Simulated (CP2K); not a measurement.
Consider trifluoromethylacetaldehyde at its PBE geometry (Å).

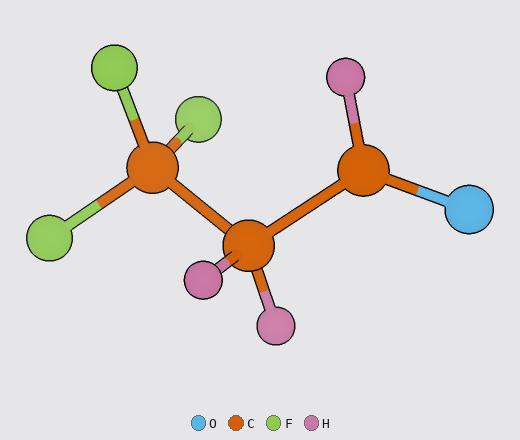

The molecule (oxygen blue, carbon orange, fluorine green, hydrogen pink).

```xyz
10

O     2.3930    0.1714   -0.5767
C     1.3904    0.3351    0.0889
C     0.1956   -0.5938   -0.0028
C    -1.1125    0.1580   -0.0770
F    -2.1640   -0.7146   -0.1267
F    -1.2782    0.9675    1.0233
F    -1.1872    0.9659   -1.1855
H     1.3081    1.1734    0.8195
H     0.2970   -1.2526   -0.8725
H     0.1577   -1.2103    0.9094
```

Method: CP2K XAS_TDP, all-electron GAPW, PBEh(45%), aug-cc-pVDZ, TDA, no relativity.

Q: Where do the C K-edge lines lie, and how strong are they?

Leading lines: C2 281.64 eV, C3 285.00 eV and C4 289.86 eV. The leading line of an atom is its first one with 35 % of the strongest within 2.5 eV of its lowest line over the strength cut. 

The first six lines of each atom with a strength over 0.0015:

| atom | energy (eV) | states | strength, one atom |
| --- | --- | --- | --- |
| C2 (bonded to C, O and H) | 281.64 | 1 | 0.0685 |
|  | 287.20 | 1 | 0.0147 |
|  | 287.87 | 1 | 0.0025 |
|  | 288.59 | 1 | 0.0041 |
|  | 288.95 | 1 | 0.0121 |
|  | 289.29 | 1 | 0.0113 |
| C3 (bonded to 2 C and 2 H) | 285.00 | 1 | 0.0176 |
|  | 285.49 | 1 | 0.0258 |
|  | 286.15 | 1 | 0.0120 |
|  | 286.62 | 1 | 0.0025 |
|  | 286.82 | 1 | 0.0065 |
|  | 287.03 | 1 | 0.0027 |
| C4 (bonded to C and 3 F) | 289.86 | 1 | 0.0614 |
|  | 290.08 | 1 | 0.0878 |
|  | 290.67 | 1 | 0.0440 |
|  | 291.70 | 1 | 0.0238 |
|  | 292.44 | 1 | 0.0217 |
|  | 293.07 | 1 | 0.0053 |

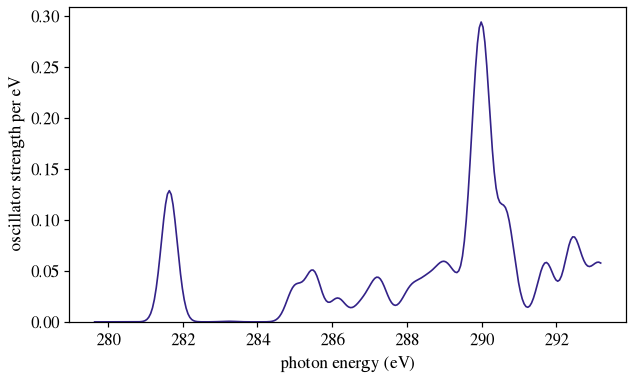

All atoms added, broadened by 0.5 eV.

Lines are vertical, at one geometry, with no vibrational structure. Without a correction of the core level, line positions, and the gaps between valence and Rydberg lines, follow the share of exact exchange. At this level such K lines come out 3 to 6 eV under measured ones. These values hold no scalar relativity, about 0.1 eV for C 1s. Rydberg lines, and the discretised continuum above threshold, depend on the basis and the box.

[Banner, clock and machine lines of the logs are left out without a mark of their own.]

[Logs are printed without paths, hosts, clocks, repeated set-up lines and the standing remarks that a program may print on its own settings, such as how far it seeks lower states.]

[Hosts, paths, dates, database ids (printed as entryN), source tags and the programs' standing remarks are cut or masked in the printed files.]
